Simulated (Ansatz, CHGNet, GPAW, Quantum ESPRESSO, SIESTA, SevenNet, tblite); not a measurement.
## Amorphous Si0.9Ge0.1 (71 atoms): runs against a plane-wave reference

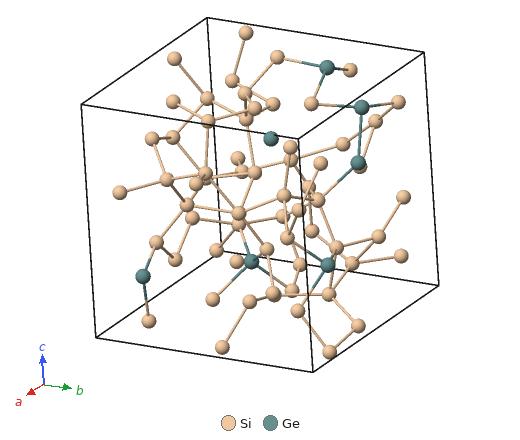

The cell (silicon light orange, germanium teal). Bonds to atoms that aren't drawn are left out. Some periodic images of atoms are drawn too.

Density of this cell: 2.54 g/cm³. The cell holds 71 atoms: 64 Si and 7 Ge. Cell: a = 11.462 Å, b = 11.462 Å, c = 11.462 Å, α = 90.0°, β = 90.0°, γ = 90.0°. 71 atoms (64 Si, 7 Ge) placed at random at 2.54 g/cm³, melted at 3500 K for 10 ps at fixed volume with the Tersoff potential (Tersoff, Phys. Rev. B 39, 5566 (1989)). Quenched from 3500 K to 300 K at 100 K/ps and fixed volume, held 5 ps. Then every atom was moved at random, 0.02 Å r.m.s. a Cartesian component.

Geometry: as built.

The reference, a calculation:

```
method                 : Kohn-Sham DFT, PBE, PAW, plane waves (Ansatz 0.2.0); cutoff 420 eV, Γ point, fermi-dirac smearing of 0.05 eV; PAW set soft_2
r.m.s. force component : 0.5001 eV/Å
longest force          : 2.096 eV/Å
pressure               : -1.412 GPa
SCF cycles             : 9
time                   : 12 s on 4 threads of Arm Neoverse V2, shared host
CPU time               : 46 s
```

Runs, in no order:
A. GPAW PBE, LCAO dzp, h 0.2 Å, other mixer settings: Kohn-Sham DFT, PBE, PAW, atomic orbitals (dzp)
B. GPAW PBE, LCAO szp(dzp), h 0.2 Å: Kohn-Sham DFT, PBE, PAW, atomic orbitals (szp(dzp))
C. SIESTA PBE, DZP, shift 0.02 Ry, mesh 300 Ry: Kohn-Sham DFT, PBE, PseudoDojo 0.4.1 norm-conserving pseudopotentials (converted to PSML), numerical atomic orbitals (DZP), diagonalisation
D. QE PBE, sssp-1.3.0-efficiency, 45/360 Ry: Kohn-Sham DFT, PBE, SSSP efficiency 1.3.0 pseudopotentials, plane waves
E. SevenNet l3i5 potential: machine-learned interatomic potential SevenNet l3i5, trained on PBE(+U) plane-wave data

**Question.** Rank the runs by how far their forces lie from the reference's, least first.

D, A, C, B, E.

```
                                                 run  Δ force, r.m.s. (meV/Å)  share of r.m.s. force (%)  CPU time
         D. QE PBE, sssp-1.3.0-efficiency, 45/360 Ry                     1.69                      0.337   8.4 min
A. GPAW PBE, LCAO dzp, h 0.2 Å, other mixer settings                     40.1                       8.03   4.7 min
      C. SIESTA PBE, DZP, shift 0.02 Ry, mesh 300 Ry                     78.5                       15.7   3.5 min
                 B. GPAW PBE, LCAO szp(dzp), h 0.2 Å                      118                       23.5     3 min
                          E. SevenNet l3i5 potential                      210                       42.0     8.5 s
```

Machine-learned potentials mimic data converged in k, so the reference's own k-point error enters their differences. The network of bonds at the start is that of the classical potential that made the cell, and needn't be the one that DFT or experiment would give. The electronic-structure runs sample only Γ, in a cell whose shortest periodic width is 11 Å, which is coarse for a cell with partly filled levels.

[Logs are printed without paths, hosts, clocks, repeated set-up lines and the standing remarks that a program may print on its own settings, such as how far it seeks lower states.]

[Hosts, paths, dates, database ids (printed as entryN), source tags and the programs' standing remarks are cut or masked in the printed files.]
